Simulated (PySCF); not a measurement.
# C3H9Cl3Si2: what the fields show

Input

```
{"job": {"xc": "WP04", "basis": "pcSseg-1", "solvent": "chloroform", "kind": "nmr", "pop": true}, "charge": 0, "multiplicity": 1}
C     -1.757076    -0.403413     0.805896
Si    -0.153681     0.186896     0.026843
C     -0.419863     0.880685    -1.698261
C      0.773346     1.386538     1.135945
Si     1.238240    -1.668794    -0.217284
Cl     3.110168    -1.074464    -0.873258
Cl     0.499621    -3.025457    -1.593215
Cl     1.499857    -2.675773     1.570582
H     -1.567007    -0.873482     1.783019
H     -2.258456    -1.142532     0.162350
H     -2.446924     0.442235     0.959244
H     -1.070682     1.769186    -1.665165
H      0.538158     1.173305    -2.154007
H     -0.893547     0.131187    -2.350732
H      1.750398     1.644458     0.697699
H      0.950865     0.943600     2.128072
H      0.199585     2.317857     1.272360
```

Launched as:

```sh
OMP_NUM_THREADS=1 python ens_run.py task.json out
```

Geometry: PBE0-D3(BJ)/def2-SVP.

Level of theory: WP04/pcSseg-1, SCF density, in a chloroform solvent model, non-relativistic in PySCF 2.14.0.

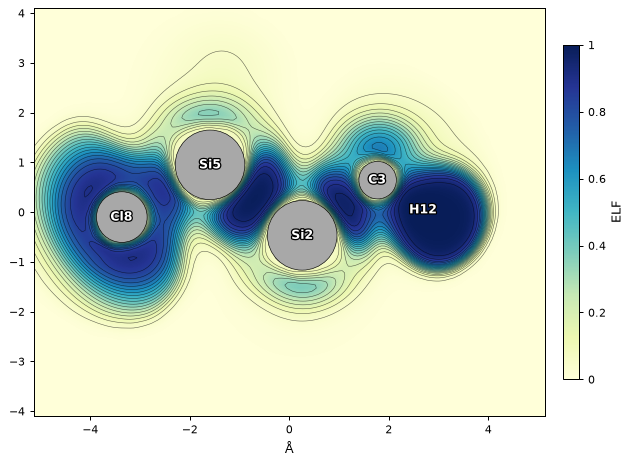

Figure 1. ELF on the plane of atoms Si2, C3 and H12. Grey discs cover the atomic cores.

Q: Read the bonding off the picture.

A: Atoms in the plane: Si, C, Cl and H. C–Si (1.88 Å): the ELF peaks at about 0.95 between the atoms; a covalent bond. Si–Cl (2.07 Å): the ELF peaks at about 0.90 between the atoms; a polar covalent bond. Si–Si (2.33 Å): the ELF peaks at about 1 between the atoms (a shared electron pair). C–H (1.10 Å): the ELF climbs to about 1 towards the hydrogen, as it does in any bond to H; a covalent bond by its length. The ELF also peaks beside Cl8, away from the bonds: lone-pair regions.

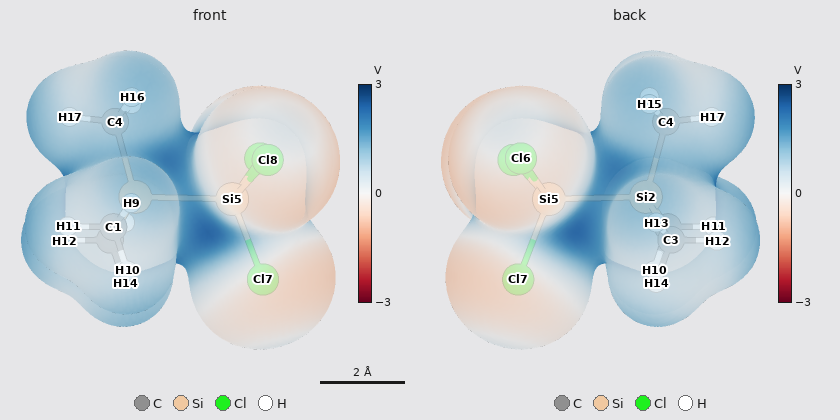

Figure 2. The electrostatic potential painted on the density surface at 0.004 e/bohr³, seen from the front and from behind; the colour scale runs from red (negative) to blue (positive).

Q: Where is the surface potential most negative and most positive?

A: The most negative region (about −0.6 V) lies over Cl6, Cl7 and Cl8, the most positive (about +2.3 V) over Si2 and Si5. Cl6 shows a σ-hole: about +0.2 V at the tip opposite its bond, against about −0.3 V on its flanks. Cl7 shows a σ-hole: about +0.2 V at the tip opposite its bond, against about −0.3 V on its flanks. Cl8 shows a σ-hole: about +0.2 V at the tip opposite its bond, against about −0.3 V on its flanks.

Q: How polar is the molecule by this calculation?

A: Its dipole moment is 4.30 D.
